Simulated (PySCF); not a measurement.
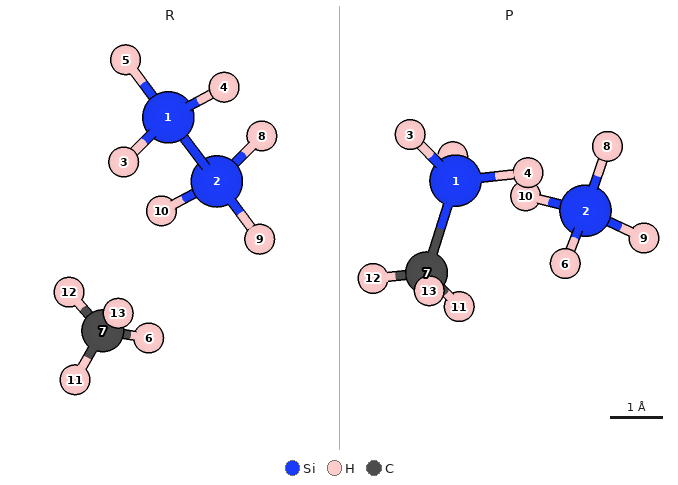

Reactant (R) and product (P) of one elementary step of CH10Si2. The picture is a ball-and-stick view, seen from a free direction.

Stationary points at PBE0-D4/def2-TZVP, single-point energies with CCSD(T)/CBS, B3LYP-D4, SPW92 (LDA), PBE0-D4 (def2-TZVPP where no basis is named; PySCF 2.14.0). The energies are electronic, without zero-point or thermal terms, and both ends are the minima reached downhill from the saddle, with any fragments still in contact. CCSD(T)/CBS stands for a frozen-core estimate: MP2 correlation extrapolated from def2-TZVPP and def2-QZVPP, CCSD(T) minus MP2 from the smaller set.

R:
```xyz
13

Si    0.5216    1.0798    1.6683
Si    1.4858   -0.7776    0.6242
H    -0.7263    1.4877    0.9701
H     0.1919    0.7573    3.0827
H     1.4711    2.2249    1.6528
H    -1.0653   -1.1722   -1.6766
C    -1.6097   -0.2420   -1.8377
H     2.7251   -1.1762    1.3447
H     0.5424   -1.9276    0.6327
H     1.8378   -0.4593   -0.7851
H    -2.2109   -0.3263   -2.7425
H    -0.9024    0.5797   -1.9479
H    -2.2608   -0.0484   -0.9856
```

P:
```xyz
13

Si   -0.6907    1.3295    0.5275
Si    1.9117   -1.7337    0.2492
H    -1.0169    2.7178    0.9528
H    -0.8934    0.4242    1.6904
H     0.7511    1.2890    0.1570
H     0.4947   -1.7496   -0.1973
C    -1.7588    0.8106   -0.9170
H     1.9878   -1.2073    1.6340
H     2.4475   -3.1188    0.2130
H     2.7065   -0.8721   -0.6611
H    -1.5061   -0.2014   -1.2410
H    -1.6172    1.4850   -1.7646
H    -2.8160    0.8267   -0.6426
```

Q: What is the transition state like, and how high is the barrier?

A: Counted by bonded pieces, R holds CH₄ + Si₂H₆ and P holds CH₆Si + SiH₄. From R over the saddle to P, bonds form: Si1–C7 (4.31 → 2.18 → 1.87 Å), Si2–H6 (3.46 → 2.05 → 1.49 Å). Bonds break: Si1–Si2 (2.34 → 2.69 → 4.03 Å), H6–C7 (1.09 → 1.34 → 3.49 Å). The saddle has one imaginary mode, 1387i cm⁻¹. With CCSD(T)/CBS the barrier is 83.6 kcal/mol from R and 81.5 kcal/mol from P, and P lies 2.1 kcal/mol above R.

```
      level  barrier from R (kcal/mol)  barrier from P (kcal/mol)  P less R (kcal/mol)
CCSD(T)/CBS                       83.6                       81.5                  2.1
   B3LYP-D4                       82.4                       80.1                  2.3
SPW92 (LDA)                       65.7                       62.1                  3.6
    PBE0-D4                       78.0                       74.1                  3.9
```

Against CCSD(T)/CBS, B3LYP-D4 comes closest on the barrier from R (−1.2 kcal/mol) and SPW92 (LDA) misses most (−17.9 kcal/mol).

Saddle geometry:

```xyz
13

Si   -0.2006    0.9083    0.7376
Si    1.4587   -1.1514    0.2662
H    -1.2611    1.9899    0.7748
H    -0.4380    0.1753    2.0080
H     1.0489    1.6916    0.5479
H    -0.2222   -0.2341   -0.4570
C    -1.3236    0.2877   -1.0210
H     2.3171   -0.8671    1.4558
H     0.9860   -2.5676    0.4079
H     2.3637   -1.1272   -0.9283
H    -1.2119   -0.5349   -1.7385
H    -1.2379    1.2384   -1.5463
H    -2.2791    0.1911   -0.5067
```

The saddle point in the same view, with dashed sticks for the bonds that form or break:

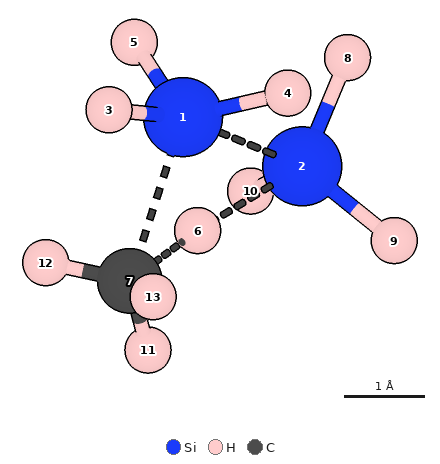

Limits of the set-up: the start holds two separate molecules, 2.9 Å apart at their closest, whose relative position is a soft coordinate.
